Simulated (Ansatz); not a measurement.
# Correcting a cheap level on molecular compounds of Cd

The vertical ionisation energy (cation less neutral) in eV of 6 molecular compounds of Cd: x at PBE-D4/def2-TZVPP, y at CCSD(T)/def2-TZVPP. Shapes, held fixed at every level: PBE0-D4/def2-TZVP. Flexible molecules stand in one conformer, not always the lowest. Programs: Ansatz 0.2.0.

| molecule | x (eV) | y (eV) |
| --- | --- | --- |
| C3H9CdNO (SMILES CC(C)[O][Cd][NH2]) | 8.43 | 9.05 |
| Cd(NH2)(OH) | 9.15 | ? |
| CdSi2H6O2 (SMILES [SiH3][O][Cd][O][SiH3]) | 9.26 | 10.64 |
| Cd(CH3)(OH) | 9.68 | 10.01 |
| Cd(OH)Cl | 10.14 | 10.81 |
| CdBrF (SMILES [F][Cd][Br]) | 10.73 | 11.03 |

**Question.** Fit y = c + s·x to the known rows and predict y for Cd(NH2)(OH).

**Answer.** 
1. Means of the 5 rows: x = 9.6480, y = 10.308.
2. Σ(Δx)² = 3.0479, Σ(Δx·Δy) = 2.4221, so the slope is 2.4221/3.0479 = 0.79468.
3. Intercept: 10.308 − (0.79468) × 9.6480 = 2.641. The largest residual of the fit is 0.64.
4. Cd(NH2)(OH): 2.641 + 0.79468 × 9.15 = 9.91 eV.

CCSD(T)/def2-TZVPP gives 9.32 eV, so the prediction is off by +0.59 eV, within the largest residual. Uncorrected, PBE-D4/def2-TZVPP misses it by -0.17 eV, and the other rows by 0.66 on average. The line makes this one worse. Left out in turn, the other rows are missed by 0.53 eV on average, hardly better than no correction. Cations run unrestricted. For atoms past krypton def2 sets carry core potentials with scalar relativity. Relativity is left out for Br. Outer-core shells of Br, Cd are correlated, in sets that cover them unevenly.

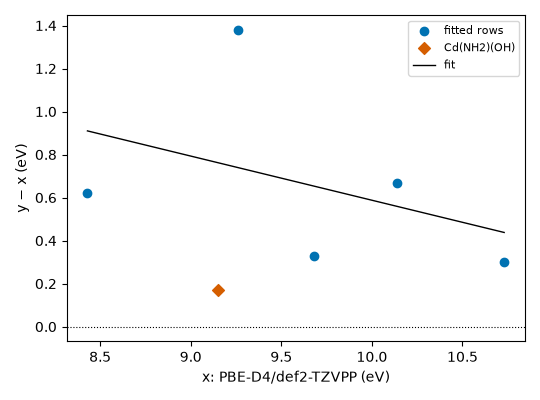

The correction y − x against x, with the fitted line and the withheld molecule.
